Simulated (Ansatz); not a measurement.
Input file:

```
crystal:
  periodic: [false, false, false]
  atoms:
    - {symbol: O, position_ang: [0.945203, -1.131083, 0.643707]}
    - {symbol: C, position_ang: [1.059045, 0.001614, 0.250573]}
    - {symbol: O, position_ang: [2.189858, 0.703331, 0.264894]}
    - {symbol: O, position_ang: [0.076974, 0.726537, -0.257611]}
    - {symbol: Si, position_ang: [-1.448055, -0.001526, -0.357682]}
    - {symbol: H, position_ang: [2.864378, 0.126176, 0.643544]}
    - {symbol: H, position_ang: [-1.388499, -1.184284, -1.242932]}
    - {symbol: H, position_ang: [-2.278434, 1.065948, -0.956040]}
    - {symbol: H, position_ang: [-1.932071, -0.353110, 0.994445]}
basis:
  gaussian: {orbitals: def2-TZVPP}
hamiltonian: {xc: pbe0, dispersion: d4}
output: {orbitals: {seedname: orbitals}}
```

Command:

```sh
ansatz run in.yaml --threads 2 --pin off --events-out ev --progress --plain --max-ram 4352MiB
```

Geometry: PBE0-D4/def2-TZVP.

Level of theory: RKS PBE0-D4/def2-TZVPP in Ansatz 0.2.0.

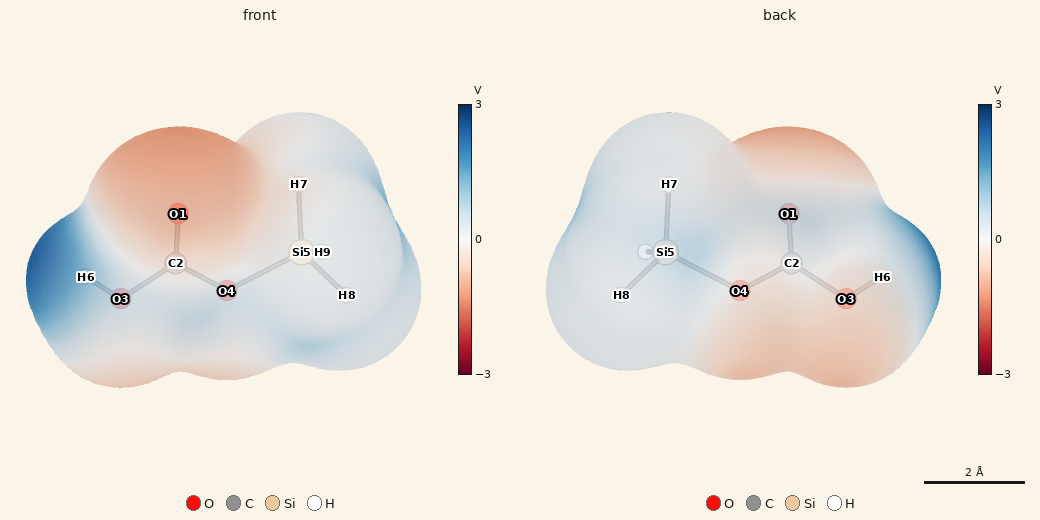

CH$_{4}$O$_{3}$Si. The molecular electrostatic potential painted on the density surface at 0.001 e/bohr³, seen from the front and from behind; the colour scale runs from red (negative) to blue (positive).

> Where is the surface potential most negative and most positive?

The most negative region (about −1.3 V) lies over O1, the most positive (about +2.4 V) over H6. O1 is the likeliest acceptor of a hydrogen bond.
